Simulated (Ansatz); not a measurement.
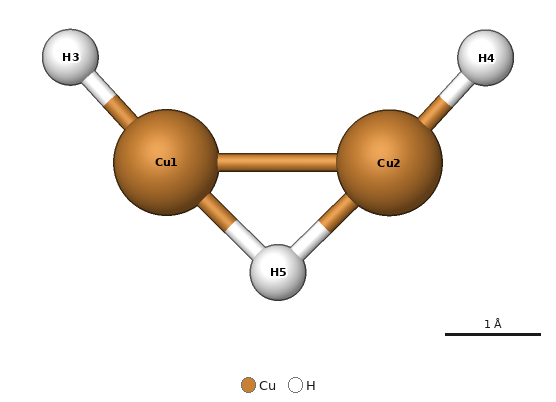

The starting structure (ball-and-stick view, seen on its broad side; atoms are numbered from 1 in the order of the input). Sticks mark near contacts.

## Geometry relaxation, with input and output: Cu2H3

Cu2H3, multiplicity 4, computed with UKS PBE-D4/def2-TZVP (Ansatz 0.2.0).

The geometry: PBE-D4/def2-TZVP start. Figures and captions count atoms from 1; the log counts them from 0 in places.

Output:
```
Functional definition: PBE
  name "PBE"
  cite "Perdew, Burke & Ernzerhof, Phys. Rev. Lett. 77, 3865 (1996) doi:10.1103/PhysRevLett.77.3865"
  parent pbe
  parameter kappa = 0.804
  parameter beta = 0.06672455060314922
  exchange = pbe_x(kappa = kappa, mu = beta*pi^2/3)
  correlation = pbe_c(beta = beta)
these checks for a lower state are left out or cut short: starts
1038 factors; their error is unknown
mean field evaluation 1: about -89309.6599 eV, gradient 1.3e1 eV
mean field evaluation 2: about -89308.4822 eV, gradient 2.9e1 eV
mean field evaluation 4: about -89310.6203 eV, gradient 1.1e1 eV
mean field evaluation 8: about -89311.1185 eV, gradient 2.0e0 eV
mean field evaluation 16: about -89311.0846 eV, gradient 5.5e-2 eV
mean field evaluation 32: about -89311.0846 eV, gradient 1.7e-5 eV
mean field -89311.08457446 eV, -3282.1218208839 hartree, gradient 9.1e-7 eV, S^2 3.753968; 0 other end points of the search recorded, 0 dependent functions left out
the calculation of the forces begins
reference -89311.08463558 eV, -3282.1218231301 hartree; 32, 29 occupied and 76, 79 virtual orbitals, 1038 factors
relax step   1: F+E_penalty+E_count = -89311.16164656 eV  Δ(F+E_penalty+E_count) = +0.000e0 eV  max|allowed force component| = 1.092e0 eV/Å  Δτ_max = 0.0000 Å  (70 SCF iters, accepted)
these checks for a lower state are left out or cut short: starts, cluster_reference, orbital_swaps, neighbouring_geometries, increment
1038 factors; their error is unknown
mean field -89311.56150573 eV, -3282.1393477850 hartree, gradient 1.9e-5 eV, S^2 3.754137; 0 other end points of the search recorded, 0 dependent functions left out
the calculation of the forces begins
reference -89311.56156728 eV, -3282.1393500470 hartree; 32, 29 occupied and 76, 79 virtual orbitals, 1038 factors
relax step   2: F+E_penalty+E_count = -89311.63807680 eV  Δ(F+E_penalty+E_count) = -4.764e-1 eV  max|allowed force component| = 9.817e-1 eV/Å  Δτ_max = 0.1958 Å  (47 SCF iters, accepted)
these checks for a lower state are left out or cut short: starts, cluster_reference, orbital_swaps, neighbouring_geometries, increment
1038 factors; their error is unknown
mean field -89312.03377187 eV, -3282.1567032455 hartree, gradient 6.9e-6 eV, S^2 3.755486; 0 other end points of the search recorded, 0 dependent functions left out
the calculation of the forces begins
reference -89312.03382954 eV, -3282.1567053646 hartree; 32, 29 occupied and 76, 79 virtual orbitals, 1038 factors
relax step   3: F+E_penalty+E_count = -89312.11043424 eV  Δ(F+E_penalty+E_count) = -4.724e-1 eV  max|allowed force component| = 8.300e-1 eV/Å  Δτ_max = 0.1957 Å  (48 SCF iters, accepted)
these checks for a lower state are left out or cut short: starts, cluster_reference, orbital_swaps, neighbouring_geometries, increment
1038 factors; their error is unknown
mean field evaluation 64: about -89312.4607 eV, gradient 1.6e-3 eV
mean field -89312.46072067 eV, -3282.1723933243 hartree, gradient 1.1e-5 eV, S^2 3.757313; 0 other end points of the search recorded, 0 dependent functions left out
the calculation of the forces begins
reference -89312.46077669 eV, -3282.1723953830 hartree; 32, 29 occupied and 76, 79 virtual orbitals, 1038 factors
relax step   4: F+E_penalty+E_count = -89312.54903623 eV  Δ(F+E_penalty+E_count) = -4.386e-1 eV  max|allowed force component| = 6.830e-1 eV/Å  Δτ_max = 0.1956 Å  (44 SCF iters, accepted)
these checks for a lower state are left out or cut short: starts, cluster_reference, orbital_swaps, neighbouring_geometries, increment
1038 factors; their error is unknown
mean field -89312.75850647 eV, -3282.1833367506 hartree, gradient 1.4e-5 eV, S^2 3.756839; 0 other end points of the search recorded, 0 dependent functions left out
the calculation of the forces begins
reference -89312.75856349 eV, -3282.1833388461 hartree; 32, 29 occupied and 76, 79 virtual orbitals, 1038 factors
relax step   5: F+E_penalty+E_count = -89312.84502718 eV  Δ(F+E_penalty+E_count) = -2.960e-1 eV  max|allowed force component| = 4.226e-1 eV/Å  Δτ_max = 0.2000 Å  (46 SCF iters, accepted)
these checks for a lower state are left out or cut short: starts, cluster_reference, orbital_swaps, neighbouring_geometries, increment
1038 factors; their error is unknown
mean field -89312.99029275 eV, -3282.1918547395 hartree, gradient 8.7e-5 eV, S^2 3.756824; 0 other end points of the search recorded, 0 dependent functions left out
the calculation of the forces begins
reference -89312.99035421 eV, -3282.1918569979 hartree; 32, 29 occupied and 76, 79 virtual orbitals, 1038 factors
relax step   6: F+E_penalty+E_count = -89313.07594400 eV  Δ(F+E_penalty+E_count) = -2.309e-1 eV  max|allowed force component| = 4.364e-1 eV/Å  Δτ_max = 0.1947 Å  (41 SCF iters, accepted)
these checks for a lower state are left out or cut short: starts, cluster_reference, orbital_swaps, neighbouring_geometries, increment
1038 factors; their error is unknown
mean field -89313.16081123 eV, -3282.1981211780 hartree, gradient 3.3e-5 eV, S^2 3.756633; 0 other end points of the search recorded, 0 dependent functions left out
the calculation of the forces begins
reference -89313.16087500 eV, -3282.1981235215 hartree; 32, 29 occupied and 76, 79 virtual orbitals, 1038 factors
relax step   7: F+E_penalty+E_count = -89313.24144537 eV  Δ(F+E_penalty+E_count) = -1.655e-1 eV  max|allowed force component| = 4.837e-1 eV/Å  Δτ_max = 0.1932 Å  (41 SCF iters, accepted)
these checks for a lower state are left out or cut short: starts, cluster_reference, orbital_swaps, neighbouring_geometries, increment
1038 factors; their error is unknown
mean field evaluation 96: about -89313.3307 eV, gradient 1.1e-1 eV
mean field -89313.27436785 eV, -3282.2022943067 hartree, gradient 1.5e-5 eV, S^2 3.756218; 0 other end points of the search recorded, 0 dependent functions left out
the calculation of the forces begins
reference -89313.27443212 eV, -3282.2022966686 hartree; 32, 29 occupied and 76, 79 virtual orbitals, 1038 factors
relax step   8: F+E_penalty+E_count = -89313.35261363 eV  Δ(F+E_penalty+E_count) = -1.112e-1 eV  max|allowed force component| = 3.626e-1 eV/Å  Δτ_max = 0.1947 Å  (39 SCF iters, accepted)
these checks for a lower state are left out or cut short: starts, cluster_reference, orbital_swaps, neighbouring_geometries, increment
1038 factors; their error is unknown
mean field -89313.31373682 eV, -3282.2037410898 hartree, gradient 1.0e-5 eV, S^2 3.755335; 0 other end points of the search recorded, 0 dependent functions left out
the calculation of the forces begins
reference -89313.31380069 eV, -3282.2037434371 hartree; 32, 29 occupied and 76, 79 virtual orbitals, 1038 factors
relax step   9: F+E_penalty+E_count = -89313.39149002 eV  Δ(F+E_penalty+E_count) = -3.888e-2 eV  max|allowed force component| = 1.449e-1 eV/Å  Δτ_max = 0.1090 Å  (35 SCF iters, accepted)
these checks for a lower state are left out or cut short: starts, cluster_reference, orbital_swaps, neighbouring_geometries, increment
1038 factors; their error is unknown
mean field -89313.32149650 eV, -3282.2040262528 hartree, gradient 2.5e-5 eV, S^2 3.755482; 0 other end points of the search recorded, 0 dependent functions left out
the calculation of the forces begins
reference -89313.32156038 eV, -3282.2040286004 hartree; 32, 29 occupied and 76, 79 virtual orbitals, 1038 factors
relax step  10: F+E_penalty+E_count = -89313.39977035 eV  Δ(F+E_penalty+E_count) = -8.280e-3 eV  max|allowed force component| = 1.000e-1 eV/Å  Δτ_max = 0.0643 Å  (34 SCF iters, accepted)
these checks for a lower state are left out or cut short: starts, cluster_reference, orbital_swaps, neighbouring_geometries, increment
1038 factors; their error is unknown
mean field -89313.32256532 eV, -3282.2040655312 hartree, gradient 8.7e-5 eV, S^2 3.755506; 0 other end points of the search recorded, 0 dependent functions left out
the calculation of the forces begins
reference -89313.32262905 eV, -3282.2040678732 hartree; 32, 29 occupied and 76, 79 virtual orbitals, 1038 factors
relax step  11: F+E_penalty+E_count = -89313.40086803 eV  Δ(F+E_penalty+E_count) = -1.098e-3 eV  max|allowed force component| = 2.242e-2 eV/Å  Δτ_max = 0.0308 Å  (30 SCF iters, accepted)
these checks for a lower state are left out or cut short: starts, cluster_reference, orbital_swaps, neighbouring_geometries, increment
1038 factors; their error is unknown
mean field -89313.32265111 eV, -3282.2040686839 hartree, gradient 4.0e-5 eV, S^2 3.755504; 0 other end points of the search recorded, 0 dependent functions left out
the calculation of the forces begins
reference -89313.32271484 eV, -3282.2040710260 hartree; 32, 29 occupied and 76, 79 virtual orbitals, 1038 factors
relax step  12: F+E_penalty+E_count = -89313.40097728 eV  Δ(F+E_penalty+E_count) = -1.093e-4 eV  max|allowed force component| = 3.017e-3 eV/Å  Δτ_max = 0.0132 Å  (30 SCF iters, accepted)
these checks for a lower state are left out or cut short: starts
1038 factors; their error is unknown
mean field evaluation 128: about -89313.3227 eV, gradient 4.0e-5 eV
```

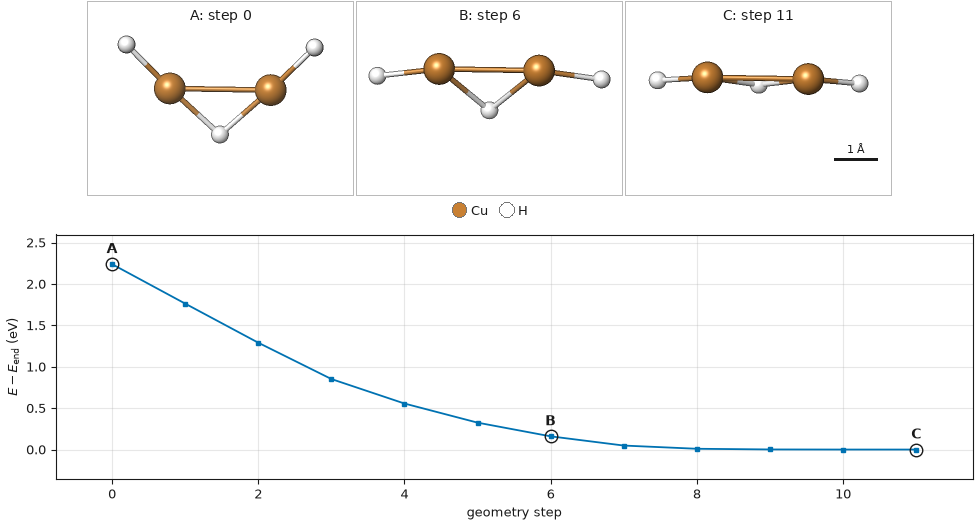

Frames of the relaxation (ball-and-stick view, seen at a tilt) above the curves, on which the letters mark them (the first geometry is step 0 here and step 1 in the log).

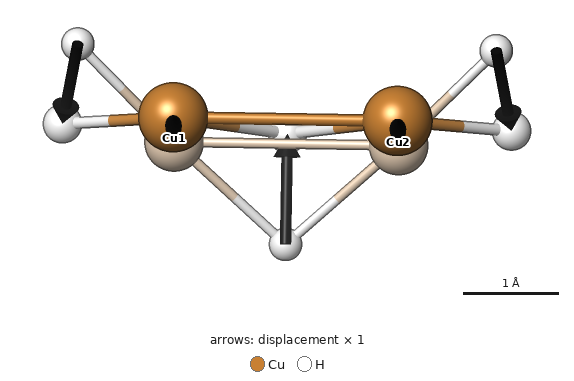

Start (faint) and end (solid) with the displacements as black arrows, at true length (ball-and-stick view, seen at a tilt). The two geometries are laid on each other by the best rigid fit. Over 11 geometry steps the energy falls by 2.239 eV. The largest force component goes from 1.1 to 0.003 eV/Å. The largest move after the best rigid fit is that of H5, 1.17 Å. By element the largest moves are H 1.17 Å, Cu 0.77 Å. Among the contacts that change: Cu1–H5 1.653 → 1.749 Å, Cu1–H3 1.506 → 1.529 Å. Among the angles that change: H3–Cu1–H5 177.1° → 93.2°, Cu2–Cu1–H3 132.7° → 140.7°, Cu1–H5–Cu2 91.3° → 85.0°. (Atoms are counted from 1 in the order of the input.)

```
mean field -89313.32265111 eV, -3282.2040686839 hartree, gradient 4.0e-5 eV, S^2 3.755504; 0 other end points of the search recorded, 0 dependent functions left out
the calculation of the forces begins
reference -89313.32271484 eV, -3282.2040710260 hartree; 32, 29 occupied and 76, 79 virtual orbitals, 1038 factors
Total energy: -89313.40104101 eV, -3282.2069494597 hartree
Atom 0 at    -0.380115     0.857134     0.965436 Å, force    -0.000671     0.001106     0.001200 eV/Å
Atom 1 at     0.425460     0.409411    -1.209381 Å, force     0.000438     0.000525    -0.001629 eV/Å
Atom 2 at    -0.828605     0.130626     2.234037 Å, force    -0.000220    -0.001280     0.003017 eV/Å
Atom 3 at     0.784182    -0.765679    -2.119759 Å, force     0.001533    -0.002269    -0.001796 eV/Å
Atom 4 at    -0.000922    -0.631491     0.129659 Å, force    -0.001080     0.001918    -0.000792 eV/Å
Dipole moment:     0.006993     0.118003    -0.021702 e Å
Checks for a lower state left out: starts
```

Trajectory as extended XYZ (Å, eV, eV/Å), 12 frames, from step=1 to step=12:
```
5
Properties=species:S:1:pos:R:3:forces:R:3 step=1 energy=-89311.16165
Cu   -0.3326    0.0357    1.1533   -0.2189   0.7987  -0.5681
Cu    0.4737   -0.4125   -1.0234   -0.4215   0.9113  -0.0212
H    -1.0502    1.2153    1.7536   -0.0758  -0.2026   0.6236
H     0.4526    0.3801   -2.3034    0.3073  -0.4155  -0.4106
H     0.4564   -1.2187    0.4199    0.4089  -1.0920   0.3763
5
Properties=species:S:1:pos:R:3:forces:R:3 step=2 energy=-89311.63808
Cu   -0.3573    0.1132    1.1108   -0.2412   0.8654  -0.6007
Cu    0.4381   -0.3288   -1.0364   -0.4505   0.9817  -0.0358
H    -1.0822    1.1734    1.9422    0.0169  -0.3816   0.5915
H     0.5411    0.2713   -2.4400    0.3351  -0.5584  -0.2675
H     0.4603   -1.2291    0.4235    0.3396  -0.9071   0.3125
5
Properties=species:S:1:pos:R:3:forces:R:3 step=3 energy=-89312.11043
Cu   -0.3896    0.2112    1.0611   -0.2582   0.7817  -0.3950
Cu    0.3948   -0.2248   -1.0564   -0.3451   0.8300  -0.1603
H    -1.0972    1.0998    2.1229    0.1161  -0.4853   0.4066
H     0.6336    0.1379   -2.5494    0.2817  -0.5773  -0.0405
H     0.4584   -1.2241    0.4218    0.2055  -0.5491   0.1892
5
Properties=species:S:1:pos:R:3:forces:R:3 step=4 energy=-89312.54904
Cu   -0.4364    0.3580    0.9806   -0.3503   0.5071   0.4112
Cu    0.3273   -0.0664   -1.0810    0.0551   0.2818  -0.6830
H    -1.0813    0.9772    2.2745    0.1920  -0.4691   0.1020
H     0.7252   -0.0267   -2.6021    0.1507  -0.4461   0.2134
H     0.4651   -1.2421    0.4280   -0.0474   0.1263  -0.0436
5
Properties=species:S:1:pos:R:3:forces:R:3 step=5 energy=-89312.84503
Cu   -0.4103    0.4927    0.9842   -0.1768   0.3660   0.2643
Cu    0.3670    0.0607   -1.1142    0.0776   0.2245  -0.4226
H    -1.0909    0.7948    2.3560    0.1631  -0.3976  -0.0265
H     0.7453   -0.2257   -2.6012    0.0571  -0.3387   0.2597
H     0.3889   -1.1226    0.3752   -0.1211   0.1459  -0.0749
5
Properties=species:S:1:pos:R:3:forces:R:3 step=6 energy=-89313.07594
Cu   -0.3878    0.6268    0.9840   -0.1505   0.1633   0.3492
Cu    0.4015    0.1882   -1.1467    0.1249   0.0102  -0.3944
H    -1.0780    0.6052    2.3982    0.2161  -0.2838  -0.2899
H     0.7572   -0.4148   -2.5562   -0.0530  -0.1343   0.4364
H     0.3071   -1.0054    0.3207   -0.1375   0.2445  -0.1013
5
Properties=species:S:1:pos:R:3:forces:R:3 step=7 energy=-89313.24145
Cu   -0.3711    0.7361    0.9819   -0.1500  -0.0541   0.3728
Cu    0.4270    0.2925   -1.1729    0.1120  -0.1997  -0.3347
H    -1.0295    0.4186    2.3852    0.2355  -0.1016  -0.4318
H     0.7622   -0.5771   -2.4516   -0.1037   0.0869   0.4837
H     0.2114   -0.8702    0.2575   -0.0938   0.2685  -0.0900
5
Properties=species:S:1:pos:R:3:forces:R:3 step=8 energy=-89313.35261
Cu   -0.3669    0.8127    0.9717   -0.1235  -0.1593   0.3178
Cu    0.4338    0.3677   -1.1899    0.0842  -0.2748  -0.2430
H    -0.9462    0.2543    2.3222    0.1682   0.0454  -0.3626
H     0.7653   -0.6969   -2.2981   -0.0928   0.1904   0.3420
H     0.1141   -0.7378    0.1942   -0.0361   0.1983  -0.0542
5
Properties=species:S:1:pos:R:3:forces:R:3 step=9 energy=-89313.39149
Cu   -0.3738    0.8184    0.9746   -0.0123   0.1449   0.0116
Cu    0.4311    0.3710   -1.1983    0.0165   0.1289  -0.0664
H    -0.8884    0.1889    2.2664    0.0097  -0.0718  -0.0046
H     0.7661   -0.7306   -2.2002   -0.0047  -0.0637   0.0344
H     0.0650   -0.6477    0.1574   -0.0093  -0.1383   0.0250
5
Properties=species:S:1:pos:R:3:forces:R:3 step=10 energy=-89313.39977
Cu   -0.3776    0.8544    0.9746    0.0376  -0.0226  -0.0985
Cu    0.4328    0.4040   -1.2132   -0.0359   0.0183   0.1000
H    -0.8564    0.1415    2.2370   -0.0015  -0.0172   0.0125
H     0.7661   -0.7602   -2.1431    0.0044  -0.0205  -0.0036
H     0.0351   -0.6397    0.1447   -0.0046   0.0421  -0.0104
5
Properties=species:S:1:pos:R:3:forces:R:3 step=11 energy=-89313.40087
Cu   -0.3778    0.8580    0.9658   -0.0090   0.0036   0.0223
Cu    0.4276    0.4104   -1.2084    0.0075  -0.0056  -0.0224
H    -0.8359    0.1263    2.2301    0.0051   0.0083  -0.0105
H     0.7755   -0.7692   -2.1201   -0.0016   0.0120   0.0076
H     0.0105   -0.6255    0.1327   -0.0020  -0.0183   0.0030
5
Properties=species:S:1:pos:R:3:forces:R:3 step=12 energy=-89313.40098
Cu   -0.3801    0.8571    0.9654   -0.0007   0.0011   0.0012
Cu    0.4255    0.4094   -1.2094    0.0004   0.0005  -0.0016
H    -0.8286    0.1306    2.2340   -0.0002  -0.0013   0.0030
H     0.7842   -0.7657   -2.1198    0.0015  -0.0023  -0.0018
H    -0.0009   -0.6315    0.1297   -0.0011   0.0019  -0.0008
```

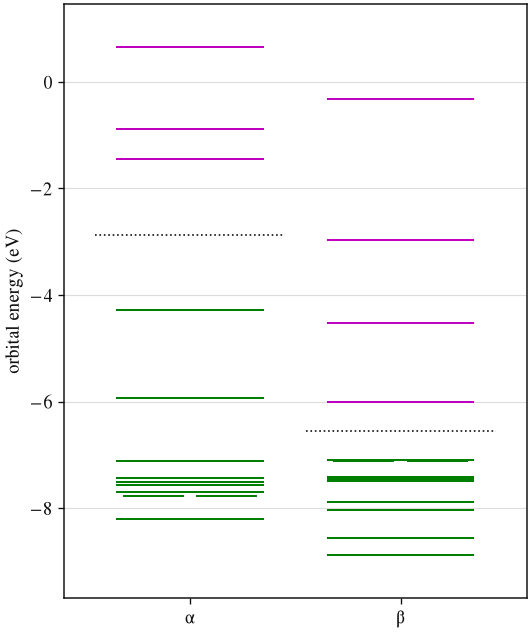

Orbital energies near the frontier for α and β spins; the dotted line parts filled from empty levels, and levels within 0.02 eV of each other stand side by side. α: highest filled −4.28 eV, lowest empty −1.45 eV, 2.83 eV apart; β: highest filled −7.10 eV, lowest empty −6.01 eV, 1.09 eV apart.

The run was set up as follows.

Input file:
```yaml
crystal:
  periodic: [false, false, false]
  atoms:
    - {symbol: Cu, position_ang: [-0.332587, 0.035666, 1.153301]}
    - {symbol: Cu, position_ang: [0.473744, -0.412455, -1.023447]}
    - {symbol: H, position_ang: [-1.050191, 1.215327, 1.753581]}
    - {symbol: H, position_ang: [0.452624, 0.380129, -2.303391]}
    - {symbol: H, position_ang: [0.456410, -1.218666, 0.419947]}
basis:
  gaussian: {orbitals: def2-TZVP}
magnetization: {spin_polarized: true, initial_magnetization: 3}
hamiltonian: {xc: pbe, dispersion: d4}
scf: {omitted_lower_state_checks: [starts]}
output: {orbitals: {seedname: orbitals}}
relax: {f_tol: 0.02, max_steps: 100}
```

Command:
```bash
ansatz run in.yaml --threads 4 --pin off --events-out ev --progress --plain --max-ram 3916MiB
```

Key numbers:

- outcome: converged
- total energy: −89313.4010 eV
- mean-field energy: −89313.3227 eV
- dispersion energy: −0.0783 eV
- ⟨S²⟩: 3.756
- SCF solution under orbital rotations: stable
- HOMO (either spin): −4.28 eV
- LUMO (either spin): −6.01 eV
- largest force (length of the vector) at the end: 0.003 eV/Å
- dipole moment: 0.58 D
- hardware: 4 threads of Arm Neoverse V2, 23 GiB of memory available, shared host
- wall time: 18 s (CPU time 66 s)
- peak memory: 0.25 GiB
